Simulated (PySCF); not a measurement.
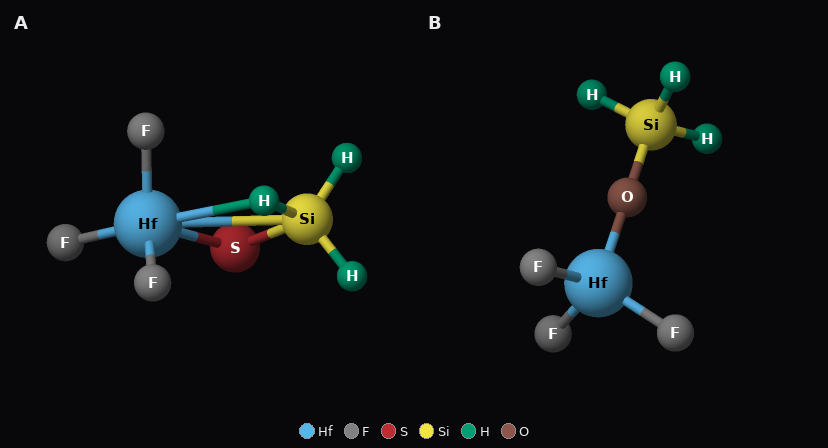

Two related species, optimised with PBE0-D3(BJ)/def2-SVP; properties computed with PySCF 2.14.0. Both: charge 0, singlet.

Question. Identify both.

Answer. A is (F)3Hf-S-SiH3, B is (F)3Hf-O-SiH3.

Compare them. With CAM-B3LYP/def2-SVPD, core potentials on Hf: dipole moment (D), HOMO–LUMO gap (eV), HOMO energy (Kohn–Sham orbital) (eV), lowest vertical singlet excitation (eV), mean static polarisability (bohr³). With PBE0-D3(BJ)/def2-SVP: mean Hf–F length (Å).

```tsv
quantity	A	B
dipole moment (D)	2.19	1.94
HOMO–LUMO gap (eV)	9.14	10.63
HOMO energy (Kohn–Sham orbital) (eV)	−9.50	−10.86
lowest vertical singlet excitation (eV)	5.53	7.50
mean static polarisability (bohr³)	82.5	64.8
mean Hf–F length (Å)	1.904	1.911
```

Each is one conformer, and no frequency run is at hand to confirm it as a minimum.
